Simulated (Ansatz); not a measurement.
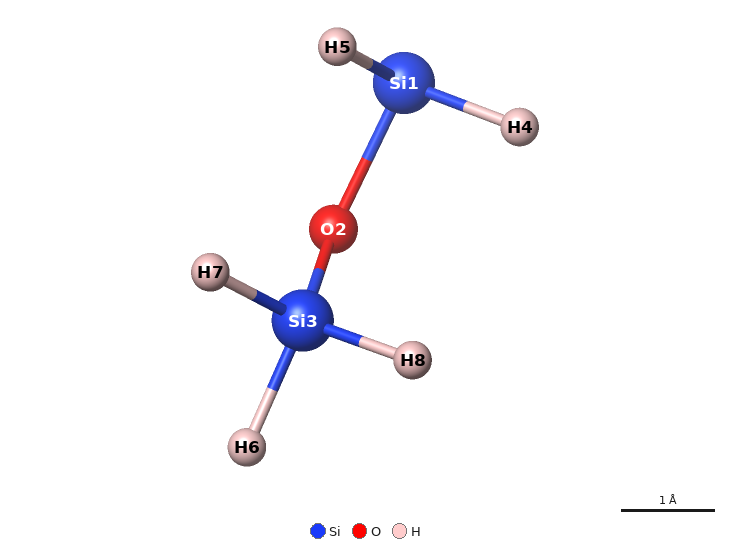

Simulated data, not a measurement (program: Ansatz).

State: charge −1, singlet. Geometry: moved along internal coordinates away from the minimum.

List the bonds and their lengths.

| bond | length (Å) | order |
| --- | --- | --- |
| Si1–O2 | 1.775 | single |
| Si1–H4 | 1.554 | single |
| Si1–H5 | 1.556 | single |
| O2–Si3 | 1.561 | single |
| Si3–H6 | 1.505 | single |
| Si3–H7 | 1.498 | single |
| Si3–H8 | 1.498 | single |
